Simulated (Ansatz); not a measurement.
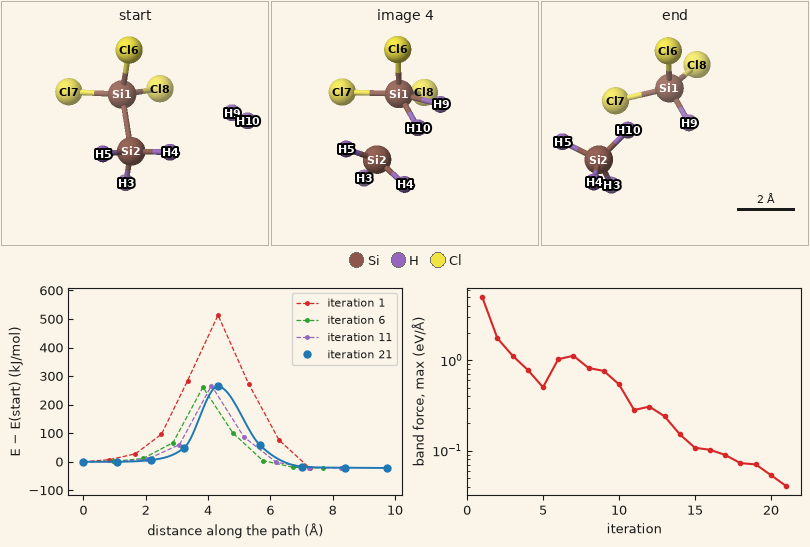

A nudged-elastic-band calculation for Si₂H₅Cl₃, made up at the start of Si₂H₃Cl₃ and H2. Images are numbered from 0 (start) to 8 (end). The plot follows the band through its iterations. A ball-and-stick model, seen at a tilt.

These are results of Ansatz, RKS PBE0/def2-SVP, not measurements. Run with 7 movable images; climbing image; force threshold 0.05 eV/Å; iteration limit 60; starting path through a guess of the saddle point.

**Did the band converge, and can the barrier be trusted?**

The result is final at these settings. The band converged in 21 iterations. The largest component of the band force went from 5 to 0.041 eV/Å. The climbing image converged on the top of the path. Its vibrational analysis gives one imaginary mode (1307i cm⁻¹), as a transition state must have. The first iteration put the highest image at 513.6 kJ/mol. Forward barrier 263.8 kJ/mol, backward barrier 285.5 kJ/mol, with image 4 at the top; the reaction energy is −21.7 kJ/mol.

Limits of the set-up: the start holds two separate molecules, 3.1 Å apart at their closest, whose relative position is a soft coordinate and is computed without a dispersion correction.

The run took 4.1 min on 4 threads of Arm Neoverse V2, on a shared host, peak memory 0.3 GiB.
